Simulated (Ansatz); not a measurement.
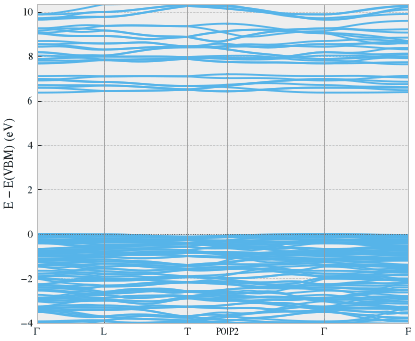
Figure: Band structure from plane-wave PAW r²SCAN (Ansatz code)

Question: Read off the gap and where the band edges lie.

Answer: About 6.4 eV (6.36 eV by a search for the band edges); maximum at Γ, minimum at Γ.

Question: Pick the material that matches.
A) Zr3InF15, R-3c (Pearson symbol hR38)
B) InF3, R-3c (In on 6b, F on 18e)
C) LaOF, R-3m (La on 6c, O on 6c, F on 6c)

Answer: A, Zr3InF15, R-3c (Pearson symbol hR38)

The first step of the workflow began from a Materials Project structure, measured or hypothetical; the Crystallography Open Database copy checked does not list it. Whether it is the stable phase at ambient conditions was not checked. Symmetry was held in the r²SCAN relaxation; its stability against distortions is not shown here. The run is not spin-polarised. Scalar-relativistic: spin–orbit coupling is off unless named, which matters more the heavier the elements.

Potentials: the later of the program's two PAW sets.
